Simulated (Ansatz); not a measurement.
Electronic density of states of amorphous Si30N36C3, density 2.98 g/cm³, on a 2×2×2 Γ-centred mesh with a Gaussian width of 0.1 eV; energies count from the Fermi level, whose place inside the gap is arbitrary. Cell and mesh are small, so fine structure isn't converged. All values below come from PBE, scalar-relativistic without spin-orbit coupling (plane waves to 420 eV, PAW; Ansatz, a program for electronic structure). Sampling: a 2×2×2 Γ-centred mesh; Fermi-Dirac width 0.02 eV; no spin polarisation. At PBE the levels at the filled edge of the gap are localised (band-tail or defect states), and the nearest spread-out levels lie 2.0 eV apart at the zone centre.

The cell was made by melting and quenching with the CHGNet potential and then relaxed with DFT. N atoms were pushed apart under 1.9 Å during the dynamics, to hinder bonds among them. The hot cell started wider than the set density and was brought back towards it in steps. It is the lowest in DFT energy of 2 quenches. It is a model cell: composition and starting density were chosen by hand, and all elements were melted together. No dispersion term was used. Its density started from a set value of 2.98 and ended at 2.98 g/cm³. Cooling (nominally 380 K/ps over its main leg) ran many orders faster than in experiment, which tends to leave more defects and strain. Values belong to this one cell and scatter from quench to quench. The volume was held where the preparation left it and the shape relaxed, at a PBE pressure of 3.3 GPa. Stress components on the final sampling reach 3.4 GPa. On a 2×2×2 Γ-centred mesh force components of up to 0.22 eV/Å stay, since the relaxation ran on the zone centre alone.

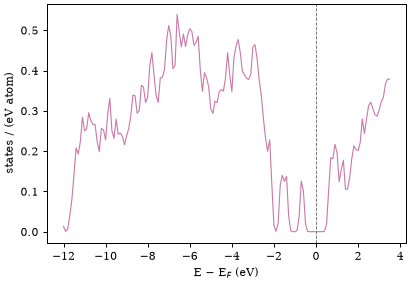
Figure: Density of states per atom

The level gap on this mesh is 1.23 eV; the broadening fills part of it in the curve.
